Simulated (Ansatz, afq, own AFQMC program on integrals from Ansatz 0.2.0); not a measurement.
# NH2Cl (triplet): AFQMC on the coupled-cluster ladder at distance Cl1–H2 along a hydrogen transfer = 1.746 Å, cc-pVTZ

How near does AFQMC come to the top of the ladder for NH2Cl (triplet)?

Method: cc-pVTZ, frozen cores; program: Ansatz 0.2.0, Gaussian basis, and an in-house AFQMC program (afq) on its integrals; all values are calculated.

The runs, in order: PBE (unrestricted); CCSD(T) on UHF; r2SCAN (unrestricted); PBE0 (unrestricted); B3LYP (unrestricted); CCSD(T) on UHF; wB97M-V (unrestricted); B2PLYP (unrestricted); CCSD(T) on UHF; Phaseless AFQMC, CISD trial on UHF.

## Step 1: The geometry

The geometry derives from fragments relaxed apart (PBE0/def2-TZVP) and kept rigid, so it is no stationary point. A hydrogen atom is moved between rigid fragments.

4 atoms, charge 0, spin multiplicity 3.

Atoms are counted from 1 here; the program's logs count them from 0.

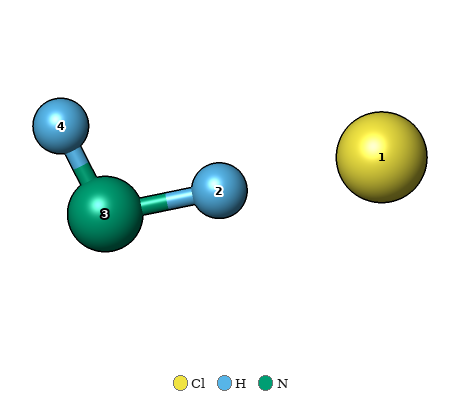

The structure; chlorine yellow, hydrogen blue, nitrogen teal; atoms are numbered from 1 in the order of the file.

## Step 2: PBE (unrestricted)

in.yaml reads:

```yaml
crystal:
  periodic: [false, false, false]
  atoms:
    - {symbol: Cl, position_ang: [-1.990270, 0.251057, 0.000000]}
    - {symbol: H, position_ang: [-0.244270, 0.251057, 0.000000]}
    - {symbol: N, position_ang: [0.982730, 0.251057, 0.000000]}
    - {symbol: H, position_ang: [1.251811, -0.753170, 0.000000]}
basis:
  gaussian: {orbitals: cc-pVTZ}
magnetization: {spin_polarized: true, initial_magnetization: 2}
hamiltonian: {xc: {name: PBE}}
output: {orbitals: {seedname: orbitals}}
```

Started as:

```console
$ ansatz run in.yaml --threads 1 --pin off --events-out ev --progress --plain --max-ram 5632MiB --backend cpu
```

Standard output:

```text
Functional definition: PBE
  name "PBE"
  cite "Perdew, Burke & Ernzerhof, Phys. Rev. Lett. 77, 3865 (1996) doi:10.1103/PhysRevLett.77.3865"
  parent pbe
  parameter kappa = 0.804
  parameter beta = 0.06672455060314922
  exchange = pbe_x(kappa = kappa, mu = beta*pi^2/3)
  correlation = pbe_c(beta = beta)
568 factors; their error is unknown
mean field evaluation 1: about -14007.2990 eV, gradient 6.5e1 eV
mean field evaluation 2: about -13774.8522 eV, gradient 1.6e2 eV
mean field evaluation 4: about -14032.3075 eV, gradient 2.1e1 eV
mean field evaluation 8: about -14035.8036 eV, gradient 5.2e-1 eV
mean field evaluation 16: about -14035.7901 eV, gradient 2.1e-3 eV
mean field evaluation 32: about -14026.1145 eV, gradient 3.1e1 eV
mean field evaluation 64: about -14034.4888 eV, gradient 1.4e0 eV
mean field evaluation 96: about -14032.1617 eV, gradient 8.3e0 eV
mean field -14035.79007394 eV, -515.8057714169 hartree, gradient 1.6e-5 eV, S^2 2.007709; 12 other end points of the search recorded, 0 dependent functions left out
reference -14035.79009947 eV, -515.8057723552 hartree; 14, 12 occupied and 78, 80 virtual orbitals, 568 factors
Total energy: -14035.79009947 eV, -515.8057723552 hartree
```

Run time: 6 s. Hardware: 1 thread of AMD EPYC 7R13 (Zen 3), shared host; peak memory 1.9 GiB.

From the report: ⟨S²⟩ of the determinant 2.008 (pure triplet: 2.00).

## Step 3: CCSD(T) on UHF

in.yaml, as its differences from that of step 2:

```diff
@@ -10,3 +10,2 @@
 magnetization: {spin_polarized: true, initial_magnetization: 2}
-hamiltonian: {xc: {name: PBE}}
-output: {orbitals: {seedname: orbitals}}
+correlation: {method: ccsd_t, electrons: outside_noble_gas, hamiltonian_folder: ham}
```

Started as:

```console
$ ansatz run in.yaml --threads 1 --pin off --events-out ev --progress --plain --max-ram 16896MiB --backend cuda --devices 0, --max-vram 18GiB
```

Standard output (excerpt; [...] marks lines left out):

```text
Functional definition: HF
  name "HF"
  cite "Fock, Z. Phys. 61, 126 (1930) doi:10.1007/BF01340294"
  parent pbe
[...]
537 factors; integrals over basis functions are off by at most 1.2e-3 eV
[...]
mean field -14014.96648366 eV, -515.0405185890 hartree, gradient 2.9e-6 eV, S^2 2.092100; 16 other end points of the search recorded, 0 dependent functions left out
determinant -14014.96648366 eV, -515.0405185890 hartree, with singles and doubles -14025.86860184 eV, -515.4411640423 hartree
determinant -14014.25310636 eV, -515.0143024566 hartree, with singles and doubles -14025.07340414 eV, -515.4119410661 hartree
determinant -14014.24160084 eV, -515.0138796366 hartree, with singles and doubles -14025.05729933 eV, -515.4113492251 hartree
determinant -14012.37538585 eV, -514.9452975007 hartree, with singles and doubles -14023.19115018 eV, -515.3427695087 hartree
determinant -14012.32628825 eV, -514.9434931974 hartree, with singles and doubles -14023.18558520 eV, -515.3425649997 hartree
determinant -14011.90512730 eV, -514.9280158178 hartree, with singles and doubles -14023.21129555 eV, -515.3435098376 hartree
6 core orbitals not correlated: weight in the atoms' cores, before any rotation towards them, 1.000 or more for the frozen orbitals, at most 0.000 for the correlated occupied ones
reference -14014.96648366 eV, -515.0405185890 hartree; 8, 6 occupied and 78, 80 virtual orbitals, 537 factors
second order -9.71190398 eV of doubles, -0.00000000 eV of singles
cycle   1  -10.82038130 eV  change   -6.0e-1 eV  update   1.6e-2
[...]
cycle  15  -10.84131860 eV  change    3.7e-6 eV  update   5.3e-6
perturbative correction -0.40673576 eV, -0.0149472636 hartree
Total energy: -14026.21453802 eV, -515.4538769624 hartree
```

Wall time 11 s (1 × NVIDIA H100 80GB HBM3 with 1 thread of AMD EPYC 7R13 (Zen 3), shared host); peak host memory 1.9 GiB.

From the report: ⟨S²⟩ of the determinant 2.092 (pure triplet: 2.00); correlation -11.2481 eV; T1 0.022; largest double amplitude 0.05.

This run also writes the integrals to the folder ham.

## Step 4: r2SCAN (unrestricted)

in.yaml, as its differences from that of step 3:

```diff
@@ -10,2 +10,2 @@
 magnetization: {spin_polarized: true, initial_magnetization: 2}
-correlation: {method: ccsd_t, electrons: outside_noble_gas, hamiltonian_folder: ham}
+hamiltonian: {xc: {name: r2SCAN}}
```

Started as:

```console
$ ansatz run in.yaml --threads 1 --pin off --events-out ev --progress --plain --max-ram 5632MiB --backend cpu
```

Standard output (excerpt; [...] marks lines left out):

```text
Functional definition: r2SCAN
  name "r2SCAN"
  cite "Furness, Kaplan, Ning, Perdew & Sun, J. Phys. Chem. Lett. 11, 8208 (2020) doi:10.1021/acs.jpclett.0c02405"
  cite "Furness, Kaplan, Ning, Perdew & Sun, J. Phys. Chem. Lett. 11, 9248 (2020) doi:10.1021/acs.jpclett.0c03077"
  parent r2scan
[...]
568 factors; their error is unknown
[...]
mean field -14041.07128090 eV, -515.9998521932 hartree, gradient 1.3e-5 eV, S^2 2.015893; 8 other end points of the search recorded, 0 dependent functions left out
reference -14041.07128863 eV, -515.9998524773 hartree; 14, 12 occupied and 78, 80 virtual orbitals, 568 factors
Total energy: -14041.07128863 eV, -515.9998524773 hartree
```

Run time: 10 s. Hardware: 1 thread of AMD EPYC 7R13 (Zen 3), shared host; peak memory 1.9 GiB.

From the report: ⟨S²⟩ of the determinant 2.016 (pure triplet: 2.00).

## Step 5: PBE0 (unrestricted)

in.yaml, as its differences from that of step 4:

```diff
@@ -10,2 +10,3 @@
 magnetization: {spin_polarized: true, initial_magnetization: 2}
-hamiltonian: {xc: {name: r2SCAN}}
+hamiltonian: {xc: {name: PBE0}}
+output: {orbitals: {seedname: orbitals}}
```

Same command.

Standard output:

```text
Functional definition: PBE0
  name "PBE0"
  cite "Adamo & Barone, J. Chem. Phys. 110, 6158 (1999) doi:10.1063/1.478522"
  cite "Perdew, Burke & Ernzerhof, Phys. Rev. Lett. 77, 3865 (1996) doi:10.1103/PhysRevLett.77.3865"
  parent pbe
  parameter a = 0.25
  parameter kappa = 0.804
  parameter beta = 0.06672455060314922
  exchange = (1 - a)*pbe_x(kappa = kappa, mu = beta*pi^2/3) + a*exact_x
  correlation = pbe_c(beta = beta)
597 factors; their error is unknown
mean field evaluation 1: about -14023.5276 eV, gradient 4.7e1 eV
mean field evaluation 2: about -13986.3574 eV, gradient 9.1e1 eV
mean field evaluation 4: about -14036.3273 eV, gradient 5.0e0 eV
mean field evaluation 8: about -14036.6231 eV, gradient 2.5e-1 eV
mean field evaluation 16: about -14036.7034 eV, gradient 1.1e-2 eV
mean field evaluation 32: about -14036.5106 eV, gradient 1.4e0 eV
mean field -14036.70341472 eV, -515.8393360717 hartree, gradient 2.4e-5 eV, S^2 2.017923; 3 other end points of the search recorded, 0 dependent functions left out
reference -14036.70343422 eV, -515.8393367884 hartree; 14, 12 occupied and 78, 80 virtual orbitals, 597 factors
Total energy: -14036.70343422 eV, -515.8393367884 hartree
```

Wall time 2.1 s (1 thread of AMD EPYC 7R13 (Zen 3), shared host); peak memory 1.9 GiB.

From the report: ⟨S²⟩ of the determinant 2.018 (pure triplet: 2.00).

## Step 6: B3LYP (unrestricted)

in.yaml, as its differences from that of step 5:

```diff
@@ -10,3 +10,2 @@
 magnetization: {spin_polarized: true, initial_magnetization: 2}
-hamiltonian: {xc: {name: PBE0}}
-output: {orbitals: {seedname: orbitals}}
+hamiltonian: {xc: {name: B3LYP}}
```

Same command.

Standard output (excerpt; [...] marks lines left out):

```text
Functional definition: B3LYP
  name "B3LYP"
  cite "Stephens, Devlin, Chabalowski & Frisch, J. Phys. Chem. 98, 11623 (1994) doi:10.1021/j100096a001"
  cite "Becke, Phys. Rev. A 38, 3098 (1988) doi:10.1103/PhysRevA.38.3098"
  cite "Lee, Yang & Parr, Phys. Rev. B 37, 785 (1988) doi:10.1103/PhysRevB.37.785"
  cite "Vosko, Wilk & Nusair, Can. J. Phys. 58, 1200 (1980) doi:10.1139/p80-159"
[...]
583 factors; their error is unknown
[...]
mean field -14043.20867011 eV, -516.0783997977 hartree, gradient 2.2e-5 eV, S^2 2.014451; 2 other end points of the search recorded, 0 dependent functions left out
reference -14043.20885560 eV, -516.0784066145 hartree; 14, 12 occupied and 78, 80 virtual orbitals, 583 factors
Total energy: -14043.20885560 eV, -516.0784066145 hartree
```

Run time: 1.9 s. Hardware: 1 thread of AMD EPYC 7R13 (Zen 3), shared host; peak memory 1.9 GiB.

From the report: ⟨S²⟩ of the determinant 2.014 (pure triplet: 2.00).

## Step 7: CCSD(T) on UHF

in.yaml, as its differences from that of step 6:

```diff
@@ -8,4 +8,4 @@
 basis:
-  gaussian: {orbitals: cc-pVTZ}
+  gaussian: {orbitals: def2-TZVPP}
 magnetization: {spin_polarized: true, initial_magnetization: 2}
-hamiltonian: {xc: {name: B3LYP}}
+correlation: {method: ccsd_t, electrons: outside_noble_gas}
```

Started as:

```console
$ ansatz run in.yaml --threads 1 --pin off --events-out ev --progress --plain --max-ram 16896MiB --backend cuda --devices 0, --max-vram 18GiB
```

Standard output (excerpt; [...] marks lines left out):

```text
Functional definition: HF
  name "HF"
  cite "Fock, Z. Phys. 61, 126 (1930) doi:10.1007/BF01340294"
  parent pbe
[...]
599 factors; integrals over basis functions are off by at most 1.2e-3 eV
[...]
mean field -14014.79762035 eV, -515.0343129767 hartree, gradient 2.3e-6 eV, S^2 2.093405; 16 other end points of the search recorded, 0 dependent functions left out
determinant -14014.79762035 eV, -515.0343129767 hartree, with singles and doubles -14025.72301234 eV, -515.4358137271 hartree
determinant -14014.10198040 eV, -515.0087486801 hartree, with singles and doubles -14024.95457933 eV, -515.4075743347 hartree
determinant -14014.09023038 eV, -515.0083168750 hartree, with singles and doubles -14024.93974071 eV, -515.4070290255 hartree
determinant -14012.25440834 eV, -514.9408516593 hartree, with singles and doubles -14023.12641214 eV, -515.3403904297 hartree
determinant -14012.20202929 eV, -514.9389267647 hartree, with singles and doubles -14023.09972716 eV, -515.3394097748 hartree
determinant -14011.74377333 eV, -514.9220861687 hartree, with singles and doubles -14023.06806641 eV, -515.3382462638 hartree
6 core orbitals not correlated: weight in the atoms' cores, before any rotation towards them, 1.000 or more for the frozen orbitals, at most 0.000 for the correlated occupied ones
reference -14014.79762035 eV, -515.0343129767 hartree; 8, 6 occupied and 87, 89 virtual orbitals, 599 factors
second order -9.71173971 eV of doubles, -0.00000000 eV of singles
cycle   1  -10.83912096 eV  change   -6.0e-1 eV  update   1.6e-2
[...]
cycle  15  -10.86413372 eV  change    3.3e-6 eV  update   5.9e-6
perturbative correction -0.41425002 eV, -0.0152234074 hartree
Total energy: -14026.07600409 eV, -515.4487859344 hartree
```

It took 9 s on 1 × NVIDIA H100 80GB HBM3 with 1 thread of AMD EPYC 7R13 (Zen 3), shared host; peak host memory 1.9 GiB.

From the report: ⟨S²⟩ of the determinant 2.093 (pure triplet: 2.00); correlation -11.2784 eV; T1 0.022; largest double amplitude 0.05.

## Step 8: wB97M-V (unrestricted)

in.yaml, as its differences from that of step 7:

```diff
@@ -8,4 +8,5 @@
 basis:
-  gaussian: {orbitals: def2-TZVPP}
+  gaussian: {orbitals: cc-pVTZ}
 magnetization: {spin_polarized: true, initial_magnetization: 2}
-correlation: {method: ccsd_t, electrons: outside_noble_gas}
+hamiltonian: {xc: {name: wB97M-V}}
+output: {orbitals: {seedname: orbitals}}
```

Started as:

```console
$ ansatz run in.yaml --threads 1 --pin off --events-out ev --progress --plain --max-ram 5632MiB --backend cpu
```

Standard output (excerpt; [...] marks lines left out):

```text
Functional definition: wB97M-V
  name "wB97M-V"
  cite "Mardirossian & Head-Gordon, J. Chem. Phys. 144, 214110 (2016) doi:10.1063/1.4952647"
  cite "Becke, J. Chem. Phys. 107, 8554 (1997) doi:10.1063/1.475007"
  cite "Vydrov & Van Voorhis, J. Chem. Phys. 133, 244103 (2010) doi:10.1063/1.3521275"
  # Of w^i u^j: cxij and so on, Table III.
[...]
  gx(w, u) = 1 - cx + cx01*u + cx10*w
  gss(w, u) = css00 + css04*u^4 + css10*w + css20*w^2 + css43*w^4*u^3
  gos(w, u) = cos00 + cos10*w + (cos20 + cos21*u)*w^2 + (cos60 + cos61*u)*w^6
[...]
      + integral(e_c_pw_mod_opposite_spin*gos(b97_w_opposite, b97_u_opposite)) + vv10(b, c)
571 factors; their error is unknown
109 factors; integrals over basis functions are off by at most 8.6e-5 eV
[...]
mean field -14041.02629022 eV, -515.9981988160 hartree, gradient 2.9e-5 eV, S^2 2.019135; 3 other end points of the search recorded, 0 dependent functions left out
reference -14041.02631926 eV, -515.9981998834 hartree; 14, 12 occupied and 78, 80 virtual orbitals, 571 factors
Total energy: -14041.02631926 eV, -515.9981998834 hartree
```

Wall time 7 s (1 thread of AMD EPYC 7R13 (Zen 3), shared host); peak memory 1.9 GiB.

From the report: ⟨S²⟩ of the determinant 2.019 (pure triplet: 2.00).

## Step 9: B2PLYP (unrestricted)

in.yaml, as its differences from that of step 8:

```diff
@@ -10,3 +10,3 @@
 magnetization: {spin_polarized: true, initial_magnetization: 2}
-hamiltonian: {xc: {name: wB97M-V}}
-output: {orbitals: {seedname: orbitals}}
+hamiltonian: {xc: {name: B2PLYP}}
+correlation: {electrons: outside_noble_gas}
```

The command is unchanged.

Standard output (excerpt; [...] marks lines left out):

```text
Functional definition: B2PLYP
  name "B2PLYP"
  cite "Grimme, J. Chem. Phys. 124, 034108 (2006) doi:10.1063/1.2148954"
  cite "Becke, Phys. Rev. A 38, 3098 (1988) doi:10.1103/PhysRevA.38.3098"
  cite "Lee, Yang & Parr, Phys. Rev. B 37, 785 (1988) doi:10.1103/PhysRevB.37.785"
[...]
537 factors; integrals over basis functions are off by at most 1.2e-3 eV
[...]
mean field -14034.50839868 eV, -515.7586707202 hartree, gradient 5.3e-6 eV, S^2 2.037235; 4 other end points of the search recorded, 0 dependent functions left out
6 core orbitals not correlated: weight in the atoms' cores, before any rotation towards them, 1.000 or more for the frozen orbitals, at most 0.000 for the correlated occupied ones
reference -14034.50851815 eV, -515.7586751104 hartree; 8, 6 occupied and 78, 80 virtual orbitals, 537 factors
second order -12.05723214 eV of doubles, -0.00000000 eV of singles
Total energy: -14037.76397083 eV, -515.8783107897 hartree
```

Run time: 3 s. Hardware: 1 thread of AMD EPYC 7R13 (Zen 3), shared host; peak memory 1.9 GiB.

From the report: ⟨S²⟩ of the determinant 2.037 (pure triplet: 2.00).

## Step 10: CCSD(T) on UHF

in.yaml, as its differences from that of step 9:

```diff
@@ -8,5 +8,4 @@
 basis:
-  gaussian: {orbitals: cc-pVTZ}
+  gaussian: {orbitals: "def2-QZVPP.json"}
 magnetization: {spin_polarized: true, initial_magnetization: 2}
-hamiltonian: {xc: {name: B2PLYP}}
-correlation: {electrons: outside_noble_gas}
+correlation: {method: ccsd_t, electrons: outside_noble_gas}
```

Started as:

```console
$ ansatz run in.yaml --threads 1 --pin off --events-out ev --progress --plain --max-ram 16896MiB --backend cuda --devices 0, --max-vram 18GiB
```

Standard output (excerpt; [...] marks lines left out):

```text
Functional definition: HF
  name "HF"
  cite "Fock, Z. Phys. 61, 126 (1930) doi:10.1007/BF01340294"
  parent pbe
[...]
1122 factors; integrals over basis functions are off by at most 1.6e-3 eV
[...]
mean field -14015.21335046 eV, -515.0495907766 hartree, gradient 2.5e-6 eV, S^2 2.094824; 12 other end points of the search recorded, 0 dependent functions left out
determinant -14015.21335046 eV, -515.0495907766 hartree, with singles and doubles -14027.02929371 eV, -515.4838186819 hartree
determinant -14014.52747833 eV, -515.0243854406 hartree, with singles and doubles -14026.26006923 eV, -515.4555502036 hartree
determinant -14014.51558330 eV, -515.0239483065 hartree, with singles and doubles -14026.24382238 eV, -515.4549531428 hartree
determinant -14012.70207556 eV, -514.9573031264 hartree, with singles and doubles -14024.48513184 eV, -515.3903224578 hartree
determinant -14012.64413013 eV, -514.9551736710 hartree, with singles and doubles -14024.43493340 eV, -515.3884776990 hartree
6 core orbitals not correlated: weight in the atoms' cores, before any rotation towards them, 1.000 or more for the frozen orbitals, at most 0.000 for the correlated occupied ones
reference -14015.21335046 eV, -515.0495907766 hartree; 8, 6 occupied and 173, 175 virtual orbitals, 1122 factors
second order -10.58843059 eV of doubles, -0.00000000 eV of singles
cycle   1  -11.61009687 eV  change    -1.1e0 eV  update   2.1e-2
[...]
cycle  15  -11.64913573 eV  change    2.2e-6 eV  update   7.1e-6
perturbative correction -0.49465528 eV, -0.0181782461 hartree
Total energy: -14027.35714146 eV, -515.4958668646 hartree
```

Wall time 10 s (1 × NVIDIA H100 80GB HBM3 with 1 thread of AMD EPYC 7R13 (Zen 3), shared host); peak host memory 1.9 GiB.

From the report: ⟨S²⟩ of the determinant 2.095 (pure triplet: 2.00); correlation -12.1438 eV; T1 0.023; largest double amplitude 0.05.

## Step 11: Phaseless AFQMC, CISD trial on UHF

It reads the integrals that the CCSD(T) run on this determinant wrote.

Started as:

```console
$ afq ham --method phaseless --trial cisd --walkers 1500 --populations 20 --least-time 60 --time-step 0.005 --steps-per-block 50 --equilibration-blocks 28 --max-blocks 4000 --target-error 0.00022 --factor-cut 1e-05 --start spin_pure --seed 5921 --release-times 0.24,0.51,0.99,1.62,2.4 --release-step 0.03 --release-every 3 --taylor-order 6
```

Standard output:

```text
orbitals 86  electrons 8 6  factors 528 of 537
reference energy -515.04051859 Eh
CCSD correlation -0.39841123 Eh in 18 cycles, weight of the determinant in the CISD state 0.8546
energy of the start -515.432439 Eh
 block  time / (1/Eh)  mean weight  energy / Eh
     1     0.250  0.9998  -515.431289
     2     0.500  0.9993  -515.437931
     3     0.750  1.0004  -515.444298
     4     1.000  1.0004  -515.447669
     5     1.250  1.0000  -515.450058
     6     1.500  0.9995  -515.452533
     7     1.750  0.9998  -515.454063
     8     2.000  0.9995  -515.453255
     9     2.250  1.0000  -515.454633
    10     2.500  1.0000  -515.456304
    11     2.750  0.9999  -515.456547
    13     3.250  1.0005  -515.454607
    15     3.750  0.9998  -515.454756
    17     4.250  1.0002  -515.454662
    19     4.750  0.9998  -515.456013
    21     5.250  1.0005  -515.456051
    23     5.750  1.0001  -515.456032
    25     6.250  1.0004  -515.454480
    27     6.750  0.9993  -515.453943
    29     7.250  1.0001  -515.452678
    31     7.750  1.0001  -515.455269
    33     8.250  0.9999  -515.452292
    35     8.750  1.0001  -515.453963
    37     9.250  0.9999  -515.455544
    39     9.750  1.0001  -515.454028
    41    10.250  1.0008  -515.452706
    43    10.750  1.0000  -515.456157
    45    11.250  1.0000  -515.454367
    47    11.750  1.0005  -515.453551
    49    12.250  0.9998  -515.453079
    51    12.750  0.9990  -515.455569
    53    13.250  0.9995  -515.453417
    55    13.750  0.9988  -515.454847
    57    14.250  1.0010  -515.454341
    59    14.750  0.9994  -515.451539
    61    15.250  0.9997  -515.451454
    63    15.750  0.9994  -515.454234
    65    16.250  0.9999  -515.456542
    67    16.750  0.9994  -515.454247
    69    17.250  0.9993  -515.454790
    71    17.750  0.9997  -515.455558
    73    18.250  1.0003  -515.456413
    75    18.750  1.0001  -515.455414
    77    19.250  1.0005  -515.454407
    79    19.750  1.0000  -515.453355
    81    20.250  1.0006  -515.455306
    83    20.750  1.0003  -515.455812
    85    21.250  0.9995  -515.452482
    87    21.750  1.0003  -515.452333
error from the spread of 20 populations
released: time / (1/Eh)  energy / Eh  error  mean overlap
  0.24  -515.454744  0.000243  0.9990
  0.51  -515.455403  0.000243  0.9920
  0.99  -515.455828  0.000251  0.9800
  1.62  -515.455366  0.000300  0.9811
  2.40  -515.456263  0.000426  0.9756
energy -515.454257 +/- 0.000192 Eh
```

Wall time 1.9 min (1 × NVIDIA H100 80GB HBM3 with 2 threads of AMD EPYC 7R13 (Zen 3), shared host); peak host memory 1.9 GiB.

Energy -14026.2249 ± 0.0052 eV. Caveats: constraint bias not in the error.

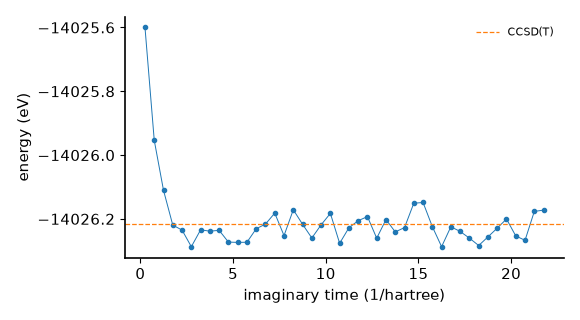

Block energies along the walk.

## Step 12: All levels side by side

On the UHF determinant, counted from CCSD(T) (a yardstick, not exact):

```csv
level,energy (eV),from CCSD(T) (kJ/mol),statistical error (kJ/mol),time
HF,-14014.9665,+1085.3,,
MP2,-14024.6784,+148.2,,
CCSD,-14025.8078,+39.2,,
CCSD(T),-14026.2145,0.0,,
"Phaseless AFQMC, CISD trial, step 0.005, 1500 walkers",-14026.2249,-1.0,0.5,1.9 min
```

The functionals' totals stand on their own zeros and serve differences with other points: PBE -14035.790 eV; r2SCAN -14041.071 eV; PBE0 -14036.703 eV; B3LYP -14043.209 eV; wB97M-V -14041.026 eV; B2PLYP -14037.764 eV.

## Step 13: Summary of results

| quantity | value |
| --- | --- |
| Phaseless AFQMC, CISD trial on UHF from CCSD(T) | -1.0 ± 0.5 kJ/mol |

On UHF the phaseless walk with the CISD trial lies -1.0 kJ/mol from CCSD(T), within three error bars. Error bars are statistical and leave out the constraint, the time step and what remains of the start.
